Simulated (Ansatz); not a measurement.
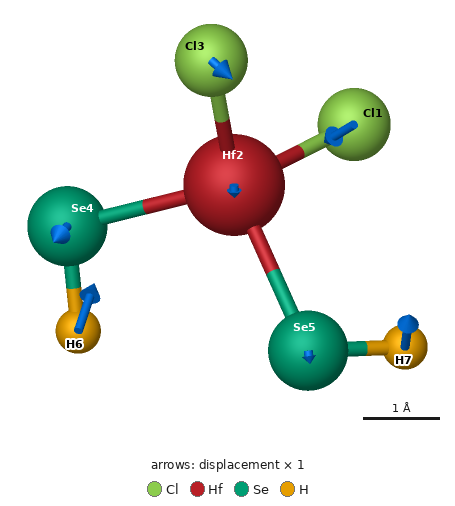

A relaxation of HfH2Se2Cl2. The starting structure is drawn; blue arrows show the displacements, at their true length. The two geometries are superimposed by the best rigid fit.

A ball-and-stick model, seen at a tilt.

The start comes from GFN2-xTB.

Theory: RKS PBE0-D4/def2-TZVP in Ansatz 0.2.0.

Input
```yaml
crystal:
  periodic: [false, false, false]
  atoms:
    - {symbol: Cl, position_ang: [-1.725230, -1.369990, 1.005370]}
    - {symbol: Hf, position_ang: [0.076900, -0.637010, -0.146070]}
    - {symbol: Cl, position_ang: [1.241510, -2.512670, -0.590270]}
    - {symbol: Se, position_ang: [-0.398940, 0.545720, -2.309310]}
    - {symbol: Se, position_ang: [1.046970, 1.099190, 1.403070]}
    - {symbol: H, position_ang: [-0.442410, 1.917420, -1.903400]}
    - {symbol: H, position_ang: [0.201210, 0.957340, 2.540610]}
basis:
  gaussian: {orbitals: def2-TZVP}
hamiltonian: {xc: pbe0, dispersion: d4}
relax: {f_tol: 0.005, max_steps: 150}
```

Command:
```bash
ansatz run in.yaml --threads 4 --pin off --events-out ev --progress --plain --max-ram 11315MiB
```

Question: Describe the change and its energy.

Answer: The largest move after the best rigid fit is that of H6, 0.88 Å. Largest moves by element: H 0.88 Å, Cl 0.72 Å, Se 0.48 Å, Hf 0.19 Å. Among the contacts that change: Hf2–Cl3 2.252 → 2.322 Å, Cl1–Hf2 2.261 → 2.327 Å, Se5–H7 1.425 → 1.476 Å, Se4–H6 1.431 → 1.476 Å. Among the angles between lasting bonds that change: Hf2–Se4–H6 102.3° → 86.2°, Hf2–Se5–H7 101.2° → 88.7°, Cl3–Hf2–Se5 119.7° → 110.7°. Groups turn about Hf2–Se4 by about 55°, Hf2–Se5 by about 45°. The energy falls by 0.343 eV in 20 accepted moves (22 points after the start). The largest force component goes from 1.2 to 0.0026 eV/Å. The line search rejected the trial steps at points 9, 16 of the run. The run took 3 min on 4 threads of Arm Neoverse V1, with other jobs on the host.
